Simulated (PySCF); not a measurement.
NMR shielding calculation of C4H10ClFSi

C4H10ClFSi (TMS-CHClF), computed with GIAO wB97X-D/pcSseg-2 NMR shielding, non-relativistic, gas phase (PySCF 2.14.0).

The geometry comes from this level: PBE0-D3(BJ)/def2-TZVP. Figures and captions count atoms from 1; the log counts them from 0 in places.

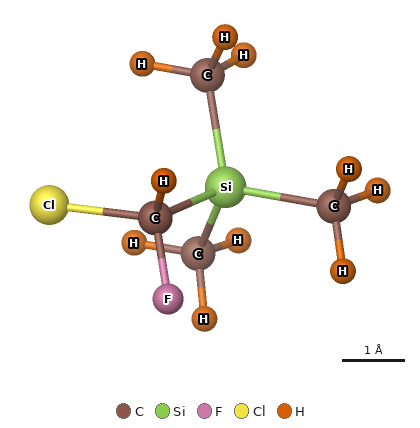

**Figure 1.** The structure as given in the input (ball-and-stick view, seen at a tilt). Bond lengths as drawn: C–Cl 1.79 Å, C–F 1.37 Å, C–H 1.09 Å and C–Si 1.86 to 1.92 Å.

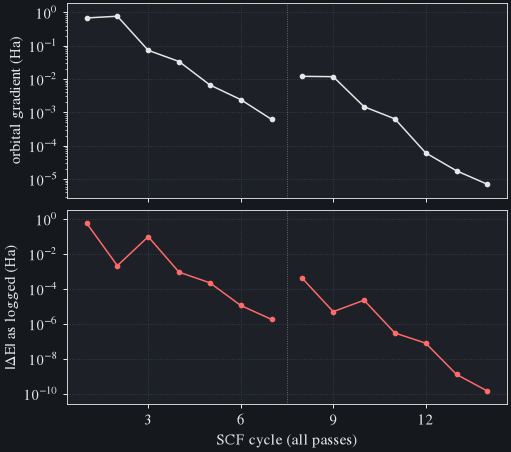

**Figure 2.** Convergence of the self-consistent field: orbital gradient and size of the energy change against the SCF cycle. The dotted line marks the change from a coarse to the final integration grid. The first 7 cycles use a coarse grid, the final grid takes over at cycle 8, and the field converges after 14 cycles in all.

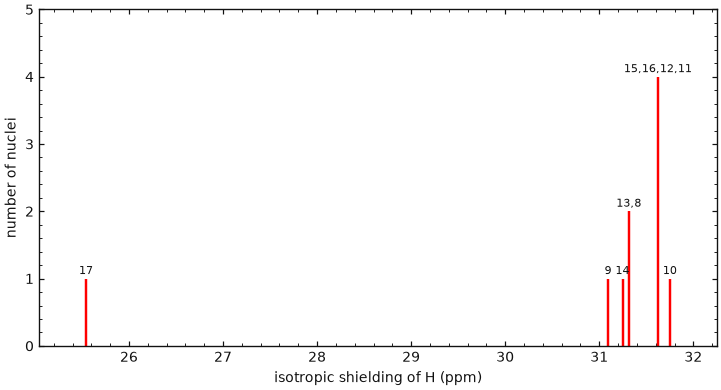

**Figure 3.** Isotropic shieldings of the hydrogen nuclei in this fixed geometry, labelled by atom number; shielding grows to the right, so chemical shift grows to the left. The least shielded is H17 (25.5 ppm), the most shielded H10 (31.8 ppm).

These pictures come from the run below.

Input:
```
{"job": {"kind": "nmr", "xc": "wB97X-D", "basis": "pcSseg-2", "pop": false}, "charge": 0, "multiplicity": 1}
C     -0.859190    -0.617087    -1.546105
Si     0.066902    -0.059351    -0.028158
C      1.569198     0.964346    -0.453359
C      0.515057    -1.502298     1.072011
C     -1.112249     1.053576     0.994368
F     -2.220021     0.345442     1.394951
Cl    -1.650309     2.454110     0.023026
H     -1.775696    -1.143781    -1.270032
H     -1.132553     0.235589    -2.170821
H     -0.244722    -1.296108    -2.143369
H      2.114778     1.265925     0.444475
H      2.255614     0.392393    -1.083183
H      1.283840     1.867045    -0.997768
H     -0.375647    -2.061239     1.368214
H      1.185902    -2.189357     0.548902
H      1.024415    -1.167569     1.979348
H     -0.659271     1.483949     1.890953
```

The first line tells a small driver script what to run in PySCF; the rest is the geometry in Å.

Run as:
```bash
OMP_NUM_THREADS=2 python <driver script> task.json out
```

The program's output:
```
coarse grid: 14880 points
cycle   1  E = -1007.9645879869  dE =  5.878e-01  |g| = 6.790e-01  |ddm| = 2.719e+00
cycle   2  E = -1007.9624661819  dE =  2.122e-03  |g| = 7.644e-01  |ddm| = 7.675e-01
cycle   3  E = -1008.0595706406  dE = -9.710e-02  |g| = 7.265e-02  |ddm| = 3.843e-01
cycle   4  E = -1008.0604722397  dE = -9.016e-04  |g| = 3.353e-02  |ddm| = 6.088e-02
cycle   5  E = -1008.0606943868  dE = -2.221e-04  |g| = 6.654e-03  |ddm| = 2.738e-02
cycle   6  E = -1008.0607055990  dE = -1.121e-05  |g| = 2.420e-03  |ddm| = 1.025e-02
cycle   7  E = -1008.0607073770  dE = -1.778e-06  |g| = 6.185e-04  |ddm| = 2.945e-03
final grid: 133832 points
cycle   8  E = -1008.0807126616  dE = -3.965e-04  |g| = 1.206e-02  |ddm| = 5.037e-02
cycle   9  E = -1008.0807175922  dE = -4.931e-06  |g| = 1.178e-02  |ddm| = 1.304e-02
cycle  10  E = -1008.0807399962  dE = -2.240e-05  |g| = 1.483e-03  |ddm| = 5.520e-03
cycle  11  E = -1008.0807402924  dE = -2.962e-07  |g| = 6.392e-04  |ddm| = 1.044e-03
cycle  12  E = -1008.0807403698  dE = -7.741e-08  |g| = 6.105e-05  |ddm| = 4.104e-04
cycle  13  E = -1008.0807403710  dE = -1.251e-09  |g| = 1.770e-05  |ddm| = 1.055e-04
cycle  14  E = -1008.0807403712  dE = -1.401e-10  |g| = 7.008e-06  |ddm| = 3.636e-05
converged SCF energy = -1008.0807403712

GIAO shielding tensors (ppm)
atom      isotropic    diamagn.    paramagn.     s11        s22        s33       span
  0 C      193.143     246.679     -53.536    189.328    191.430    198.669      9.341
  1 Si     336.465     879.244    -542.779    322.884    336.018    350.494     27.609
  2 C      190.104     247.343     -57.239    186.787    189.315    194.211      7.424
  3 C      189.777     247.149     -57.372    186.208    188.214    194.909      8.701
  4 C       75.620     246.135    -170.515     33.853     69.038    123.970     90.116
  5 F      368.721     467.858     -99.136    275.861    341.625    488.678    212.816
  6 Cl     751.782    1147.209    -395.427    438.680    802.764   1013.903    575.222
  7 H       31.327      30.787       0.539     27.104     28.868     38.009     10.905
  8 H       31.094      30.887       0.207     26.163     29.784     37.335     11.171
  9 H       31.751      31.131       0.620     27.515     28.870     38.869     11.354
 10 H       31.685      31.319       0.366     27.712     28.735     38.608     10.897
 11 H       31.641      31.203       0.438     27.497     28.795     38.631     11.134
 12 H       31.302      31.214       0.089     26.362     30.334     37.211     10.848
 13 H       31.247      30.967       0.281     26.833     29.279     37.630     10.797
 14 H       31.568      31.145       0.423     27.400     28.930     38.372     10.972
 15 H       31.602      31.245       0.356     27.415     28.846     38.545     11.130
 16 H       25.544      30.283      -4.738     22.779     25.882     27.971      5.192
```

Summary:

- outcome: converged
- total energy: −1008.080740 hartree
- HOMO: −9.80 eV
- LUMO: 1.91 eV
- dipole moment: 2.61 D
- isotropic shielding, C: 75.6 to 193.1 ppm
- isotropic shielding, Si: 336.5 ppm
- isotropic shielding, F: 368.7 ppm
- isotropic shielding, Cl: 751.8 ppm
- isotropic shielding, H: 25.5 to 31.8 ppm
- hardware: 2 CPU threads, shared host
- wall time: 2.7 min (CPU time 5.5 min)
- peak memory: 2.8 GiB
